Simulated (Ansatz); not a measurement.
C2H5FIn (SMILES FC[CH2][InH]) (doublet)

The calculation's input:

```
crystal:
  periodic: [false, false, false]
  atoms:
    - {symbol: C, position_ang: [-0.017719, 0.505639, -1.299818]}
    - {symbol: C, position_ang: [0.968795, -0.620997, -1.369336]}
    - {symbol: F, position_ang: [-1.332075, -0.014766, -1.108406]}
    - {symbol: In, position_ang: [-0.337858, -2.359768, -0.787430]}
    - {symbol: H, position_ang: [0.157343, 1.177605, -0.446263]}
    - {symbol: H, position_ang: [-0.078146, 1.104163, -2.221602]}
    - {symbol: H, position_ang: [1.389176, -0.778676, -2.371048]}
    - {symbol: H, position_ang: [1.785332, -0.533355, -0.638074]}
    - {symbol: H, position_ang: [-0.714256, -2.574841, 0.934990]}
basis:
  gaussian: {orbitals: def2-TZVPD}
hamiltonian: {xc: pbe0}
magnetization: {spin_polarized: true, initial_magnetization: 1}
output: {forces: true, orbitals: {seedname: orbitals}}
```

Command:

```sh
ansatz run input.yaml --threads 2 --pin off --max-ram 4350MiB --events-out events.jsonl --progress --plain --runs-dir runs
```

Geometry: PBE0-D3(BJ)/def2-SVP; core potentials replace the inner electrons of In.

Theory: Ansatz 0.2.0, isolated molecule in a Gaussian basis; Kohn-Sham density functional theory, functional PBE0.

### What can the converged electron density, electron localisation function and spin density tell about the bonding?

C–F (1.43 Å): ρ at the midpoint is about 1.8 e/Å³, with its minimum of 1.4 e/Å³ about 0.5 Å from C; the ELF peaks at about 0.80 between the atoms, as expected for a shared but strongly polarised pair.
C–C (1.50 Å): the density is about 1.8 e/Å³ at the midpoint; the ELF peaks at about 0.95 between the atoms; a covalent bond.
C–In (2.25 Å): the density is about 0.56 e/Å³ at the midpoint; the ELF peaks at about 0.90 in the valence shell of C, 0.7 Å from its nucleus, and drops to about 0.20 between the two atoms.
The unpaired spin (1 electron) lies mostly on In4 (about 0.7), H9 (about 0.1) and C2 (about 0.1), in electrons by Hirshfeld's partition.

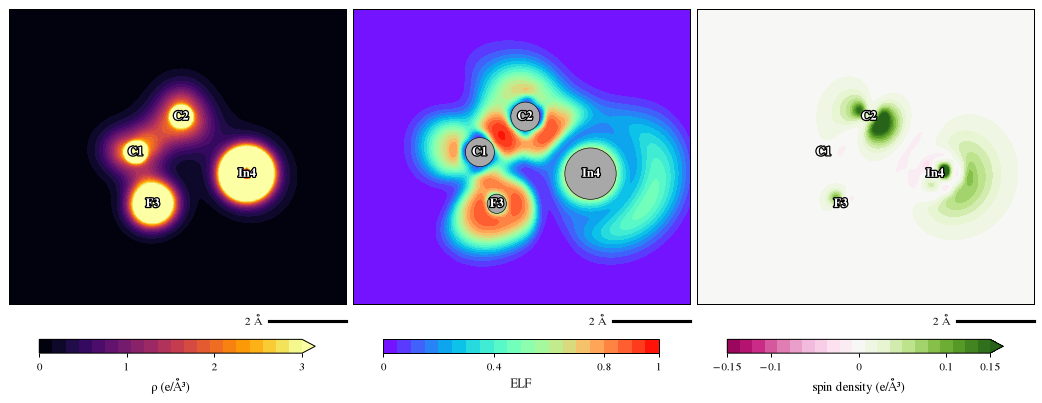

Computed electron density, electron localisation function and spin density on the plane of atoms C1, C2 and In4, in this order. Grey discs cover the atomic cores in the ELF map. 
